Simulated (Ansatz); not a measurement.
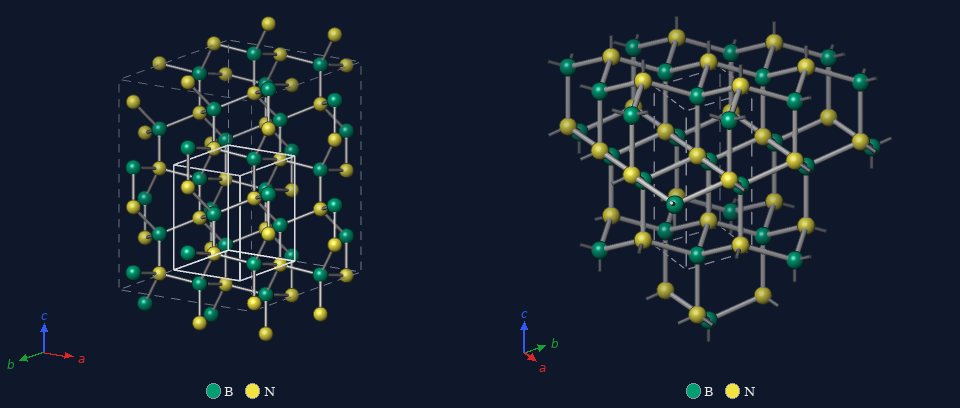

Left: the structure. Right: its underlying net. Nodes are coloured by element. Short stubs are edges that leave the cut-out.

BN (space group P6_3mc, No. 186): the input geometry of an electronic-structure calculation (not necessarily at equilibrium).

Bonds are taken as B–N below 1.8 Å; no other contact counts. Atoms with one bond or none are removed and atoms with two bonds are replaced by edges, until no such atom is left.

The result is a uninodal 4-connected, three-periodic net: B and N are 4-connected nodes. It is the lon net, known from lonsdaleite, wurtzite and tridymite. It is a single net, without interpenetration.

```
   node  links  point symbol     coordination sequence
B and N      4            6⁶  4 12 25 44 67 96 130 170
```
